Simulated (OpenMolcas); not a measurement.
**Run report: AlH2Cl (charge +1), single-point calculation (part 2 of 2)**

Continued. System: AlH2Cl, charge +1, multiplicity 2. Method: HF/STO-3G, ROHF (OpenMolcas 26.06). The geometry is that of the parent species in another charge or spin state. The geometry comes from this level: GFN2-xTB.

Geometry of the input (Å):
```
Al -0.0629  0.0066  -0.0735
Cl 1.2461  -0.1310  1.4504
H  -1.3127  -0.8852  -0.1542
H  0.1295  1.0096  -1.2227
```

## What the program printed, continued
```
      Mulliken charges per centre and basis function type
      ---------------------------------------------------

                            AL1                     CL2                     H3                      H4
                     alpha        beta       alpha        beta       alpha        beta       alpha        beta
      1s           2.3749      2.5848      2.9982      2.9947      0.7262      0.2433      0.7260      0.2437
      2px          1.1562      1.1635      1.8921      1.8199      0.0000      0.0000      0.0000      0.0000
      2pz          1.1509      1.1754      1.8611      1.8268      0.0000      0.0000      0.0000      0.0000
      2py          1.1387      1.1090      1.9756      1.8390      0.0000      0.0000      0.0000      0.0000
      Total        5.8207      6.0326      8.7271      8.4804      0.7262      0.2433      0.7260      0.2437
      Total             11.8533                 17.2076                  0.9695                  0.9697

      Charge            1.1467                 -0.2076                  0.0305                  0.0303

      Total electronic charge=   31.000000

      Total            charge=    1.000000
--

++    Molecular orbitals:
      -------------------

      Title: Natural orbitals

      Molecular orbitals for symmetry species 1: a

          Orbital            1         2         3         4         5         6         7         8         9        10
          Energy         -103.9476  -58.2132  -10.6291   -8.0690   -8.0717   -8.0677   -5.1269   -3.3546   -3.3478   -3.3411
          Occ. No.          2.0000    2.0000    2.0000    2.0000    2.0000    2.0000    2.0000    2.0000    2.0000    2.0000

          Orbital           11        12        13        14        15        16        17        18        19        20
          Energy           -0.9362   -1.0580   -0.6647   -0.6576   -0.7653   -0.5220    0.1499    0.3407    0.0001    0.2460
          Occ. No.          2.0000    2.0000    1.9999    1.9964    1.9736    1.0000    0.0264    0.0036    0.0001    0.0000

--

++    Molecular properties:
      ---------------------

      Charge (e):
                      =    1.0000
      Dipole Moment (debye):
      Origin of the operator (angstrom)=    0.6360   -0.0669    0.7402
                   X= -4.5056E+00               Y=  4.7181E-01               Z= -5.2438E+00           Total=  6.9297E+00
      Center of Charge (angstrom)
                     X=   -0.30200722               Y=    0.03137618               Z=   -0.35153474
      Quadrupole Moment (debye*angstrom):
      Origin of the operator (angstrom)=    0.6360   -0.0669    0.7402
                  XX= -1.7008E+01              XY= -1.2508E-01              XZ=  2.0359E+00              YY= -1.8735E+01
                  YZ= -2.5950E-01              ZZ= -1.6401E+01
      In traceless form (debye*angstrom)
                  XX=  5.6021E-01              XY= -1.8763E-01              XZ=  3.0538E+00              YY= -2.0307E+00
                  YZ= -3.8925E-01              ZZ=  1.4705E+00
--

--- Stop Module: scf /rc=_RC_ALL_IS_WELL_ ---

--- Start Module: rasscf ---

                                              &RASSCF

                       available to each process: 1.9 GB of memory, 1 thread

      Header of the ONEINT file:
      --------------------------

      OrdInt status: non-squared

      Cartesian coordinates in angstrom:
      -----------------------------------------------------
      No.  Label        X            Y            Z
      -----------------------------------------------------
       1   AL1       -0.06293000   0.00658000  -0.07351000
       2   CL2        1.24611000  -0.13095000   1.45037000
       3   H3        -1.31271000  -0.88525000  -0.15421000
       4   H4         0.12954000   1.00962000  -1.22265000
      -----------------------------------------------------
      Nuclear repulsion energy =   73.00929009

++    Wave function specifications:
      -----------------------------

      Number of closed shell electrons          30
      Number of electrons in active shells       1
      Max number of holes in RAS1 space          0
      Max nr of electrons in RAS3 space          0
      Number of inactive orbitals               15
      Number of active orbitals                  1
      Number of secondary orbitals               4
      Spin quantum number                      0.5
      State symmetry                             1
--

++    Orbital specifications:
      -----------------------

      Symmetry species                           1
                                                 a
      Frozen orbitals                            0
      Inactive orbitals                         15
      Active orbitals                            1
      RAS1 orbitals                              0
      RAS2 orbitals                              1
      RAS3 orbitals                              0
      Secondary orbitals                         4
      Deleted orbitals                           0
      Number of basis functions                 20
--

++    CI expansion specifications:
      ----------------------------

      Number of CSFs                             1
      Number of determinants                     1
      Number of root(s) required                 1
      Root chosen for geometry opt.              1
      CI root used                               1

      highest root included in the CI            1
      max. size of the explicit Hamiltonian      1
--

++    Optimization specifications:
      ----------------------------

      RASSCF algorithm: Conventional
      Maximum number of macro iterations       200
      Maximum number of SX iterations          100
      Threshold for RASSCF energy            1.000E-08
      Threshold for max MO rotation          1.000E-01
      Threshold for max BLB element          1.000E-04
      Level shift parameter                  5.000E-01
      Make Quasi-Newton update
--

      The MO-coefficients are taken from the file:
      step1.UnaOrb
      Title:UHF natural orbitals

      Total molecular charge    1.00

      ************************************************************************************************************************
      *                                            Wave function control section                                             *
      ************************************************************************************************************************

                                         RASSCF iterations: Energy and convergence statistics
                                         ----------------------------------------------------

          iter iter root      energy       change     param      element    value   shift minimum  type update hh:mm:ss
 Nr of preliminary CI iterations:   1
        1   1    7    1  -694.48336980    0.00E+00  -1.53E-02   16  18 1  1.88E-02*  0.36   0.00    SX    NO    0:00:00
        2   1    6    1  -694.48389253   -5.23E-04* -9.80E-03   16  18 1  8.75E-03*  0.36   0.00    SX    NO    0:00:00
        3   1    6    1  -694.48409478   -2.02E-04* -9.99E-03   14  16 1  4.99E-03*  0.36   0.00    SX    NO    0:00:00
        4   1    7    1  -694.48423253   -1.38E-04*  9.93E-03   14  16 1  4.96E-03*  0.36   0.00    SX    NO    0:00:00
        5   1    7    1  -694.48435562   -1.23E-04*  2.61E-01*  14  16 1  4.93E-03*  0.36   2.50    QN   YES    0:00:00
        6   1    7    1  -694.48795186   -3.60E-03*  2.16E-01*  15  17 1  1.23E-02*  0.34   2.50    LS   YES    0:00:00
        7   1    7    1  -694.49116844   -3.22E-03*  2.38E-01*  15  17 1  2.27E-02*  0.37   1.41    QN   YES    0:00:00
        8   1    7    1  -694.49093395    2.34E-04*  7.77E-02   16  18 1 -4.34E-02*  0.44   0.52    QN   YES    0:00:00
        9   1    7    1  -694.49288806   -1.95E-03*  2.04E-02   16  18 1 -2.64E-02*  0.42   1.79    QN   YES    0:00:00
       10   1    7    1  -694.49397187   -1.08E-03*  1.10E-02   15  17 1  1.02E-02*  0.41   1.56    LS   YES    0:00:00
       11   1    6    1  -694.49412834   -1.56E-04* -1.84E-02   15  17 1  4.61E-03*  0.41   1.03    QN   YES    0:00:00
       12   1    6    1  -694.49422620   -9.79E-05* -1.55E-02   15  17 1  2.41E-03*  0.41   1.87    LS   YES    0:00:00
       13   1    6    1  -694.49425400   -2.78E-05*  1.06E-03   14  18 1 -1.84E-03*  0.42   1.03    QN   YES    0:00:00
       14   1    5    1  -694.49425602   -2.02E-06*  5.48E-04   14  18 1 -7.39E-04*  0.42   1.52    LS   YES    0:00:00
       15   1    5    1  -694.49425628   -2.64E-07* -3.55E-04   10  19 1  1.72E-04*  0.42   1.00    QN   YES    0:00:00
       16   1    5    1  -694.49425635   -6.72E-08*  4.71E-05   15  17 1 -6.04E-05   0.42   1.29    QN   YES    0:00:00
       17   1    5    1  -694.49425636   -1.10E-08*  5.45E-05   11  16 1 -2.05E-05   0.42   1.41    QN   YES    0:00:00
       18   1    4    1  -694.49425636   -4.33E-09   9.83E-05   11  16 1 -1.78E-05   0.42   1.95    QN   YES    0:00:00
      Convergence after 18 iterations
       19   1    4    1  -694.49425637   -4.77E-09   9.83E-05   15  17 1  2.80E-05   0.42   1.95    QN   YES    0:00:00

      ************************************************************************************************************************
                                                      Wave function printout:
                       occupation of active orbitals, and spin coupling of open shells (u,d: Spin up or down)
      ************************************************************************************************************************

      Note: transformation to natural orbitals
      has been made, which may change the order of the CSFs.

      printout of CI-coefficients larger than  0.05 for root  1
      energy=    -694.494256
      conf/sym  1     Coeff  Weight
             1  u   1.00000 1.00000

      Natural orbitals and occupation numbers for root  1
      sym 1:   1.000000

      ************************************************************************************************************************
      *                                                    Final results                                                     *
      ************************************************************************************************************************

++    Final optimization conditions:
      ------------------------------

      Average CI energy                            -694.49425637
      RASSCF energy for state  1                   -694.49425637
      Super-CI energy                                -0.00000000
      RASSCF energy change                           -0.00000000
      Max change in MO coefficients              -1.012E-04
      Max non-diagonal density matrix element     9.830E-05
      Maximum BLB matrix element                  2.802E-05
      (orbital pair  15,  17 in symmetry   1)
      Norm of electronic gradient            5.156E-05
--

      Final state energy(ies):
      ------------------------

::    RASSCF root number  1 Total energy:   -694.49425637
      Von Neumann Entropy (Root   1) =  0.50000

      Mulliken population analysis for root number:  1
      -----------------------------------------------

++    Molecular charges:
      ------------------

      Mulliken charges per centre
      ---------------------------

                AL1     CL2     H3      H4
      Total   11.9483 16.8356  1.1080  1.1081

      N-E      1.0517  0.1644 -0.1080 -0.1081

      Total electronic charge=   31.000000

      Total            charge=    1.000000
--

      Expectation values of various properties for root number:  1
      -----------------------------------------------------------

++    Molecular properties:
      ---------------------

      Charge (e):
                      =    1.0000
      Dipole Moment (debye):
      Origin of the operator (angstrom)=    0.6360   -0.0669    0.7402
                   X= -1.0700E+00               Y=  1.1208E-01               Z= -1.2469E+00           Total=  1.6469E+00
      Center of Charge (angstrom)
                     X=    0.41325985               Y=   -0.04351854               Z=    0.48058856
      Quadrupole Moment (debye*angstrom):
      Origin of the operator (angstrom)=    0.6360   -0.0669    0.7402
                  XX= -1.9531E+01              XY= -7.7780E-01              XZ=  3.5102E-01              YY= -1.9887E+01
                  YZ=  5.9444E-01              ZZ= -1.9289E+01
      In traceless form (debye*angstrom)
                  XX=  5.7292E-02              XY= -1.1667E+00              XZ=  5.2653E-01              YY= -4.7747E-01
                  YZ=  8.9165E-01              ZZ=  4.2018E-01
--

      Mulliken spin population analysis for root number:  1
      ---------------------------------------------------

++    Molecular charges:
      ------------------

      Mulliken spin population per centre
      ---------------------------

                AL1     CL2     H3      H4
      Total    0.0202  0.8677  0.0561  0.0560

      Total electronic spin=    1.000000
--

      Canonical orbitals are written to the RASORB file
      Natural orbitals for root   1 are written to the RASORB.1 file
      Spin density orbitals for root   1 are written to the SPDORB.1 file

--- Stop Module: rasscf /rc=_RC_ALL_IS_WELL_ ---

.##################.
.# Happy landing! #.
.##################.

    Timing: Wall=2.44 User=1.90 System=0.53
```

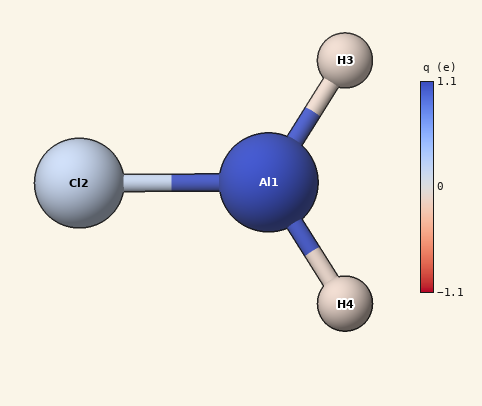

*Mulliken charges, as the colour of each atom (ball-and-stick view, seen on its broad side; atoms are numbered from 1 in the order of the input).*

By element: Al +1.05, Cl +0.16 and H −0.11 e.

## Results in brief

- outcome: converged
- total energy: −694.494256 hartree
- basis functions: 20
- wall time: 2.7 s
- peak memory: 0.37 GiB
